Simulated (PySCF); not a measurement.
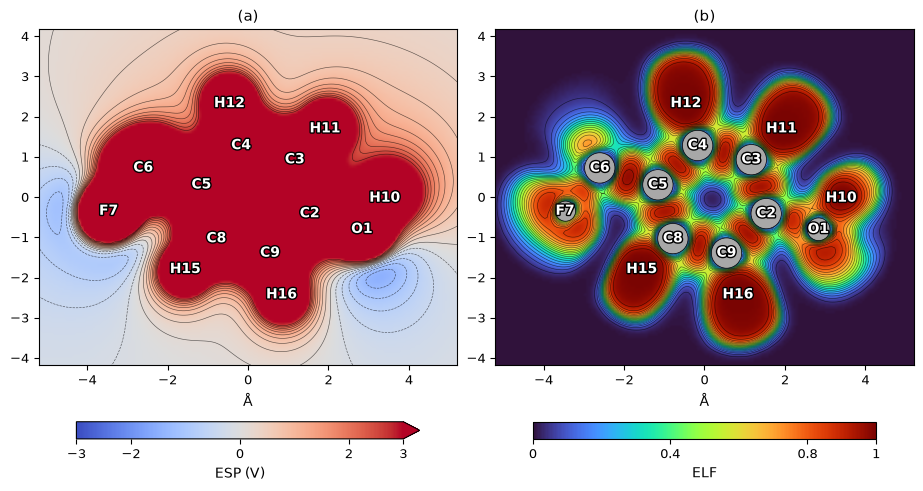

C7H7FO. (a) molecular electrostatic potential; (b) electron localisation function on the plane of atoms C2, C3 and H11. Grey discs cover the atomic cores in the ELF map.

Geometry: GFN2-xTB.

These are results of PySCF, PBE0/def2-SVPD, SCF density, gas phase, not measurements.

```xyz
16

O    -3.1757    0.2782    0.1575
C    -1.8236    0.1558    0.0886
C    -1.2111   -0.9826   -0.4244
C     0.1667   -1.0660   -0.4762
C     0.9544   -0.0174   -0.0195
C     2.4521   -0.1412   -0.0922
F     3.0887    0.9723    0.3927
C     0.3394    1.1171    0.4920
C    -1.0376    1.2069    0.5479
H    -3.5954   -0.5189   -0.1883
H    -1.8171   -1.8040   -0.7836
H     0.6343   -1.9546   -0.8752
H     2.7870   -0.2662   -1.1299
H     2.8074   -0.9902    0.5059
H     0.9452    1.9357    0.8484
H    -1.5223    2.0840    0.9452
```

Interpret the plot.

- Atoms in the plane: O, C, F and H.
- C–O (1.36 Å): the ELF peaks at about 0.90 between the atoms: a polar covalent bond.
- C–F (1.37 Å): the ELF peaks at about 0.85 between the atoms: a polar covalent bond.
- C–C (1.38 Å): the ELF peaks at about 0.95 between the atoms, as expected for a covalent bond.
- O–H (0.96 Å): the ELF climbs to about 1 towards the hydrogen, as it does in any bond to H (an ordinary covalent bond to hydrogen).
- C–C (1.50 Å): the ELF peaks at about 0.95 between the atoms; localised, covalent bonding.
- The ELF also peaks beside O1 and F7, away from the bonds: lone-pair regions.
- Outside the dense part of the molecule the potential is most negative (−1.5 V) near O1.
